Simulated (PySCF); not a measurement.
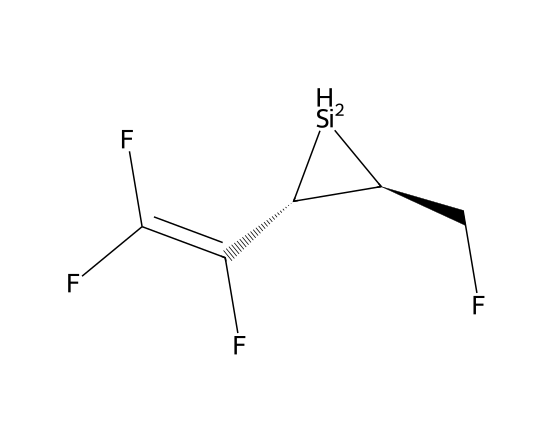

Computed geometry: GFN2-xTB optimisation. No frequency run is at hand to confirm it as a minimum. Method: PBE0/pcSseg-1, gas phase (PySCF 2.14.0).

> Estimate the LUMO energy (Kohn–Sham orbital).

−0.56 eV.

> Estimate the dipole moment.

1.44 D.

> Give the HOMO energy (Kohn–Sham orbital) at this level.

−6.63 eV.

The geometry is semi-empirical. Around Si such bond lengths and angles can be off by a tenth of an ångström or more and by several degrees, and values that hang on the shape move with them.
